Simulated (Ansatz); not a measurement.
Molecular dynamics of WH$_{5}$Cl$_{2}$O$_{4}$F (part 3 of 3)

Continued. System: WH$_{5}$Cl$_{2}$O$_{4}$F. Method: RKS PBE/def2-SVP (Ansatz 0.2.0). It belongs to a series of runs on one base structure; here: dynamics from the highest image of the converged band.

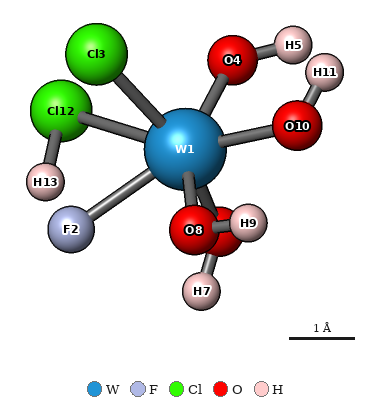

*The geometry at step 120 of the log (ball-and-stick view, seen at a tilt; atoms are numbered from 1 in the order of the input).*

### Trajectory as extended XYZ, continued
```
13
Properties=species:S:1:pos:R:3:forces:R:3 step=27 time_fs=13.5 energy=-37827.11584 temperature=47.6
W     0.2348    0.2194    0.1099    0.3639  -0.0655  -0.5491
F     0.4675   -0.2832    2.2037   -0.0144  -0.5076   0.1170
Cl    2.5633    0.0700    0.1347   -0.0449  -0.0755  -0.0402
O     0.1703    1.8597   -0.8491    0.0555   0.1092  -0.0966
H    -0.3575    2.0673   -1.6415   -0.0115  -0.0797  -0.0222
O    -1.5076    0.5641    0.6949   -0.8038   0.3209   0.3109
H    -1.9449    0.1049    1.4395    0.1104  -0.0601  -0.0340
O    -0.1167   -1.6462    0.2688    0.2722  -0.0582  -0.3916
H    -0.1850   -2.0788   -0.6133   -0.0876   0.0115   0.1160
O    -0.0049   -0.4270   -1.7561    0.1176  -0.0493   0.5747
H     0.2433    0.2370   -2.4291    0.0199  -0.0229   0.0563
Cl    0.8194    2.2182    1.9510    0.1458   0.5353   0.0936
H     0.7519    0.8285    2.5047   -0.1232  -0.0580  -0.1348
13
Properties=species:S:1:pos:R:3:forces:R:3 step=40 time_fs=20.0 energy=-37827.09860 temperature=35.7
W     0.2357    0.2171    0.1097    0.1530  -0.0692  -0.1956
F     0.4644   -0.2815    2.2043   -0.0694  -0.3441   0.1007
Cl    2.5653    0.0730    0.1369   -0.0579  -0.0839  -0.0549
O     0.1872    1.8664   -0.8399   -0.0059   0.0715  -0.1529
H    -0.3399    2.0711   -1.6344    0.0035  -0.0636   0.0024
O    -1.5214    0.5626    0.6890   -0.8089  -0.0597   0.8585
H    -1.9288    0.1010    1.4712    0.4137   0.2948  -0.6529
O    -0.1075   -1.6483    0.2643    0.2375  -0.2644  -0.6254
H    -0.1902   -2.1055   -0.6117   -0.0504   0.2169   0.3905
O    -0.0267   -0.4183   -1.7499    0.2534   0.2666   0.1698
H     0.2159    0.2621   -2.4224   -0.0874  -0.3432   0.3247
Cl    0.8191    2.2197    1.9444    0.1166   0.4780   0.2628
H     0.7296    0.8697    2.5567   -0.0977  -0.0996  -0.4277
13
Properties=species:S:1:pos:R:3:forces:R:3 step=53 time_fs=26.5 energy=-37827.14646 temperature=69.1
W     0.2370    0.2147    0.1090   -0.1801   0.1437  -0.0652
F     0.4597   -0.2875    2.2066   -0.2012  -0.4011  -0.0934
Cl    2.5665    0.0751    0.1384   -0.0922  -0.0914  -0.0507
O     0.2041    1.8743   -0.8341   -0.0912  -0.1086  -0.1441
H    -0.3252    2.0522   -1.6340    0.0003  -0.0104  -0.0098
O    -1.5470    0.5677    0.6904    0.2407   0.2346  -0.0431
H    -1.8723    0.0819    1.4696   -0.0946  -0.1527   0.1440
O    -0.0916   -1.6523    0.2528    0.2287   0.0786   0.1870
H    -0.2288   -2.1204   -0.5905   -0.0929  -0.1011  -0.2787
O    -0.0445   -0.4097   -1.7324    0.1030  -0.1338   0.2885
H     0.1922    0.2617   -2.3967    0.0483   0.0759  -0.1313
Cl    0.8200    2.2269    1.9403    0.0650   0.6325   0.0759
H     0.6724    0.8661    2.4692    0.0662  -0.1662   0.1208
13
Properties=species:S:1:pos:R:3:forces:R:3 step=67 time_fs=33.5 energy=-37827.11794 temperature=49.3
W     0.2379    0.2125    0.1081   -0.3377   0.5731   0.0756
F     0.4500   -0.3036    2.2075   -0.2079  -0.3577  -0.0399
Cl    2.5667    0.0762    0.1394   -0.1085  -0.1033  -0.0379
O     0.2197    1.8798   -0.8319   -0.1760  -0.2690  -0.1167
H    -0.3095    2.0277   -1.6382   -0.0059   0.0435  -0.0290
O    -1.5697    0.5764    0.6956    0.9409   0.3554  -0.6341
H    -1.8258    0.0440    1.4557   -0.3763  -0.4569   0.6494
O    -0.0695   -1.6582    0.2391    0.1156   0.1478   0.4848
H    -0.2903   -2.1204   -0.5857   -0.0752  -0.1589  -0.3957
O    -0.0600   -0.4017   -1.7090   -0.0198  -0.3886   0.0239
H     0.1729    0.2520   -2.3830    0.1054   0.3044  -0.3662
Cl    0.8218    2.2420    1.9371   -0.0259   0.1367   0.0613
H     0.6405    0.8109    2.4181    0.1712   0.1733   0.3245
13
Properties=species:S:1:pos:R:3:forces:R:3 step=80 time_fs=40.0 energy=-37827.11501 temperature=47.1
W     0.2380    0.2118    0.1076   -0.2802   0.6364   0.6032
F     0.4368   -0.3254    2.2076   -0.0132   0.2514   0.0636
Cl    2.5656    0.0759    0.1399   -0.0817  -0.0898  -0.0295
O     0.2293    1.8785   -0.8335   -0.2240  -0.2391  -0.1126
H    -0.2928    2.0200   -1.6459    0.0037   0.0558  -0.0130
O    -1.5732    0.5831    0.7002    0.6898  -0.3941   0.2001
H    -1.8374   -0.0018    1.4508   -0.0199   0.2466  -0.2646
O    -0.0481   -1.6651    0.2298   -0.2564  -0.1630  -0.1321
H    -0.3419   -2.1054   -0.6042    0.2018   0.1683   0.2606
O    -0.0722   -0.3972   -1.6945    0.0664  -0.0720  -0.7938
H     0.1570    0.2485   -2.3958   -0.0558  -0.1000   0.1106
Cl    0.8232    2.2577    1.9351   -0.0449  -0.4244   0.2918
H     0.6724    0.8109    2.4797    0.0145   0.1237  -0.1842
13
Properties=species:S:1:pos:R:3:forces:R:3 step=93 time_fs=46.5 energy=-37827.10542 temperature=40.5
W     0.2376    0.2123    0.1083   -0.1221   0.1921   0.8294
F     0.4232   -0.3423    2.2082    0.1317   0.6201  -0.1981
Cl    2.5637    0.0747    0.1400   -0.0433  -0.0580  -0.0212
O     0.2333    1.8713   -0.8380   -0.2173  -0.0992  -0.1064
H    -0.2733    2.0330   -1.6567    0.0183   0.0248   0.0221
O    -1.5578    0.5844    0.7046    0.2159  -0.5567   0.4231
H    -1.8885   -0.0179    1.4256    0.2562   0.4855  -0.5104
O    -0.0309   -1.6725    0.2232   -0.3565  -0.0009  -0.2039
H    -0.3499   -2.0781   -0.6189    0.2398   0.0815   0.2268
O    -0.0835   -0.3970   -1.6961    0.0888  -0.0009  -0.9030
H     0.1332    0.2461   -2.4100   -0.1001  -0.2224   0.2991
Cl    0.8242    2.2690    1.9364    0.0087  -0.5189   0.4040
H     0.7114    0.8637    2.4838   -0.1202   0.0529  -0.2616
13
Properties=species:S:1:pos:R:3:forces:R:3 step=107 time_fs=53.5 energy=-37827.12040 temperature=50.9
W     0.2368    0.2133    0.1110    0.1098  -0.4919   0.3399
F     0.4113   -0.3464    2.2035    0.1181   0.5955  -0.6030
Cl    2.5609    0.0726    0.1399    0.0072  -0.0216  -0.0107
O     0.2319    1.8605   -0.8451   -0.1224   0.0339  -0.0337
H    -0.2503    2.0595   -1.6689    0.0002  -0.0199   0.0105
O    -1.5295    0.5811    0.7082   -0.0185   0.2150  -0.2347
H    -1.9297    0.0069    1.3836   -0.0232  -0.1467   0.2543
O    -0.0197   -1.6770    0.2167   -0.1384   0.3747   0.2202
H    -0.2917   -2.0635   -0.6355    0.0199  -0.1996  -0.3310
O    -0.0952   -0.4031   -1.7147    0.0290  -0.2878  -0.0359
H     0.0981    0.2492   -2.4103    0.0236   0.1220  -0.0913
Cl    0.8255    2.2756    1.9425    0.0703   0.1003   0.1950
H     0.7065    0.9288    2.4040   -0.0756  -0.2741   0.3203
13
Properties=species:S:1:pos:R:3:forces:R:3 step=120 time_fs=60.0 energy=-37827.13165 temperature=58.9
W     0.2363    0.2132    0.1142    0.3470  -0.5506  -0.5571
F     0.4030   -0.3370    2.1873    0.1264   0.4829  -0.2736
Cl    2.5585    0.0704    0.1397    0.0625  -0.0192  -0.0017
O     0.2276    1.8512   -0.8524   -0.0169   0.0690   0.0640
H    -0.2314    2.0776   -1.6806   -0.0284  -0.0471  -0.0335
O    -1.5064    0.5796    0.7102   -0.3062   0.5902  -0.4356
H    -1.9338    0.0315    1.3754   -0.2684  -0.4402   0.6181
O    -0.0151   -1.6753    0.2092   -0.0652   0.2485   0.0878
H    -0.1938   -2.0726   -0.6671   -0.0089  -0.0844  -0.1743
O    -0.1046   -0.4137   -1.7360    0.0731  -0.3013   0.6004
H     0.0644    0.2620   -2.4081    0.0765   0.2586  -0.2919
Cl    0.8273    2.2815    1.9509    0.0052  -0.2203   0.2902
H     0.6704    0.9053    2.4272    0.0033   0.0139   0.1071
13
Properties=species:S:1:pos:R:3:forces:R:3 step=133 time_fs=66.5 energy=-37827.11708 temperature=48.6
W     0.2366    0.2119    0.1162    0.3073  -0.3114  -1.1609
F     0.3973   -0.3175    2.1656    0.1043   0.2338   0.2191
Cl    2.5569    0.0679    0.1394    0.1184  -0.0182   0.0005
O     0.2224    1.8438   -0.8588    0.0202   0.0936   0.0891
H    -0.2186    2.0748   -1.6956   -0.0163  -0.0606  -0.0172
O    -1.4983    0.5832    0.7131   -1.0432  -0.1328   0.5574
H    -1.9202    0.0367    1.4218    0.2916   0.3002  -0.3288
O    -0.0133   -1.6697    0.1998    0.0221  -0.2308  -0.4376
H    -0.0831   -2.0837   -0.7017   -0.0603   0.2457   0.4472
O    -0.1105   -0.4257   -1.7492    0.2429   0.3265   0.3363
H     0.0364    0.2765   -2.4206   -0.0175  -0.2751   0.1687
Cl    0.8292    2.2850    1.9627   -0.0642  -0.4895   0.4215
H     0.6360    0.8836    2.4871    0.0946   0.3187  -0.2952
13
Properties=species:S:1:pos:R:3:forces:R:3 step=147 time_fs=73.5 energy=-37827.14421 temperature=67.7
W     0.2375    0.2098    0.1157   -0.1834  -0.4085  -0.9121
F     0.3935   -0.2914    2.1457   -0.0115  -0.1716  -0.0787
Cl    2.5565    0.0651    0.1391    0.1468   0.0286  -0.0060
O     0.2171    1.8385   -0.8633    0.0032   0.1259   0.0676
H    -0.2091    2.0447   -1.7152    0.0169  -0.0377   0.0293
O    -1.5117    0.5905    0.7215   -0.6603  -0.3019   0.6298
H    -1.8685    0.0580    1.4834    0.3214   0.4144  -0.5593
O    -0.0098   -1.6651    0.1880    0.1514  -0.2758  -0.0876
H    -0.0051   -2.0722   -0.7109   -0.1920   0.0731   0.1295
O    -0.1113   -0.4349   -1.7491    0.2432   0.4227   0.1774
H     0.0158    0.2568   -2.4387   -0.0066  -0.3291   0.2667
Cl    0.8306    2.2840    1.9804    0.0993   0.5714   0.1515
H     0.6389    0.9826    2.4550    0.0718  -0.1116   0.1919
13
Properties=species:S:1:pos:R:3:forces:R:3 step=160 time_fs=80.0 energy=-37827.16095 temperature=79.4
W     0.2379    0.2069    0.1131   -0.6187  -0.2096  -0.4726
F     0.3899   -0.2705    2.1262   -0.0374  -0.4212  -0.0707
Cl    2.5579    0.0628    0.1388    0.1186   0.0685  -0.0091
O     0.2126    1.8365   -0.8651   -0.0062   0.0778   0.0649
H    -0.1987    2.0038   -1.7326    0.0213   0.0106   0.0255
O    -1.5346    0.5985    0.7323    0.3774   0.1966  -0.4976
H    -1.7954    0.1012    1.5232   -0.1660  -0.2225   0.3851
O    -0.0029   -1.6662    0.1779    0.1289  -0.0798   0.5748
H    -0.0107   -2.0548   -0.7139   -0.1943  -0.2324  -0.4539
O    -0.1068   -0.4390   -1.7377    0.0958  -0.1023   0.3567
H     0.0126    0.2093   -2.4499    0.0785   0.1964  -0.1780
Cl    0.8331    2.2894    1.9987    0.1827   0.9571   0.0640
H     0.6688    1.0242    2.4894    0.0194  -0.2390   0.2110
13
Properties=species:S:1:pos:R:3:forces:R:3 step=173 time_fs=86.5 energy=-37827.15166 temperature=72.9
W     0.2371    0.2035    0.1095   -0.7485   0.0278  -0.0918
F     0.3857   -0.2583    2.1061    0.0351  -0.4891   0.2708
Cl    2.5606    0.0613    0.1383    0.0541   0.1005  -0.0062
O     0.2081    1.8363   -0.8650    0.0124   0.0001   0.0839
H    -0.1833    1.9686   -1.7462   -0.0057   0.0680  -0.0246
O    -1.5514    0.6060    0.7400    0.7739   0.1026  -0.6833
H    -1.7414    0.1437    1.5701   -0.2214  -0.2388   0.4439
O     0.0070   -1.6738    0.1722   -0.0395  -0.2940   0.0253
H    -0.0880   -2.0530   -0.7351   -0.0619   0.0474   0.1992
O    -0.0992   -0.4417   -1.7224   -0.0045  -0.1994  -0.0225
H     0.0282    0.1744   -2.4604    0.0646   0.2540  -0.1920
Cl    0.8375    2.3043    2.0183    0.1112   0.0313   0.4594
H     0.7075    1.0058    2.5780    0.0302   0.5897  -0.4621
13
Properties=species:S:1:pos:R:3:forces:R:3 step=187 time_fs=93.5 energy=-37827.15787 temperature=77.4
W     0.2343    0.1997    0.1055   -0.6033  -0.5441   0.5673
F     0.3818   -0.2566    2.0885    0.0284  -0.4092  -0.2116
Cl    2.5642    0.0610    0.1378   -0.0179   0.1652  -0.0034
O     0.2034    1.8366   -0.8633    0.0361   0.0087   0.0723
H    -0.1634    1.9592   -1.7564   -0.0144   0.1066  -0.0088
O    -1.5518    0.6107    0.7411    0.5326  -0.3228   0.2373
H    -1.7255    0.1897    1.6234    0.0425   0.2160  -0.5515
O     0.0167   -1.6885    0.1700   -0.3561  -0.2248  -0.2838
H    -0.2051   -2.0562   -0.7274    0.1990   0.1526   0.4605
O    -0.0903   -0.4454   -1.7126   -0.0110   0.1062  -0.7593
H     0.0575    0.1693   -2.4638   -0.0492  -0.1029   0.2337
Cl    0.8441    2.3248    2.0436    0.2741   1.7988  -0.2631
H     0.7585    1.1320    2.5539   -0.0607  -0.9502   0.5105
13
Properties=species:S:1:pos:R:3:forces:R:3 step=200 time_fs=100.0 energy=-37827.19308 temperature=102.1
W     0.2304    0.1952    0.1028   -0.2187  -0.5833   0.1813
F     0.3791   -0.2641    2.0700    0.1810  -0.2349   0.2148
Cl    2.5673    0.0627    0.1372   -0.1242   0.1702   0.0060
O     0.1996    1.8370   -0.8603    0.0533  -0.0324   0.0393
H    -0.1461    1.9908   -1.7588    0.0041   0.0653   0.0730
O    -1.5359    0.6117    0.7368    0.1723  -0.2339   0.2991
H    -1.7366    0.2374    1.6330    0.0880   0.1662  -0.5483
O     0.0190   -1.7036    0.1707   -0.2834   0.2794   0.3713
H    -0.2734   -2.0667   -0.6881    0.1036  -0.1437  -0.2425
O    -0.0829   -0.4497   -1.7173    0.0037   0.1923  -0.6714
H     0.0803    0.1861   -2.4486   -0.0879  -0.1669   0.2286
Cl    0.8529    2.3581    2.0670    0.1387  -0.2576   0.5510
H     0.7898    1.0781    2.6158   -0.0303   0.7792  -0.5022
```

This output came from the following input.

### Input
```yaml
crystal:
  periodic: [false, false, false]
  atoms:
    - { symbol: W, position_ang: [0.234902, 0.223974, 0.106186] }
    - { symbol: F, position_ang: [0.471202, -0.326035, 2.207389] }
    - { symbol: Cl, position_ang: [2.557752, 0.061216, 0.129113] }
    - { symbol: O, position_ang: [0.138905, 1.852579, -0.874572] }
    - { symbol: H, position_ang: [-0.404054, 1.969736, -1.676977] }
    - { symbol: O, position_ang: [-1.532352, 0.591922, 0.723999] }
    - { symbol: H, position_ang: [-1.898318, 0.000147, 1.412076] }
    - { symbol: O, position_ang: [-0.115988, -1.641678, 0.258723] }
    - { symbol: H, position_ang: [-0.278845, -2.074409, -0.606958] }
    - { symbol: O, position_ang: [0.047602, -0.450331, -1.726827] }
    - { symbol: H, position_ang: [0.331415, 0.19167, -2.406879] }
    - { symbol: Cl, position_ang: [0.824921, 2.233374, 1.965481] }
    - { symbol: H, position_ang: [0.712859, 0.786238, 2.465946] }
basis:
  gaussian: { orbitals: def2-SVP }
hamiltonian:
  xc: pbe
md:
  timestep: 0.5
  n_steps: 200
  ensemble: nve
  temperature: 100.0
  initial_velocities: maxwell_boltzmann
  seed: 2719
```

Run as:
```bash
ansatz run input.yaml --threads 4 --pin off --max-ram 5120MiB --backend cpu --events-out ev --progress --plain --runs-dir out
```

### Results in brief

| quantity | value |
| --- | --- |
| outcome | finished |
| mean temperature over the second half | 69 K |
| trajectory | 200 steps, 100 fs |
| ensemble | nve |
| temperature in the input | 100.0 K |
| time step | 0.5 fs |
| potential energy (last step) | −37827.1931 eV |
| mean-field energy (last step) | −37827.1931 eV |
| largest force (length of the vector) (last step) | 0.927 eV/Å |
| hardware | 4 threads of Arm Neoverse V1, 24 GiB of memory available, shared host |
| wall time | 11 min (CPU time 41 min) |
| peak memory | 0.26 GiB |

### Notes

So short a trajectory is not equilibrated.
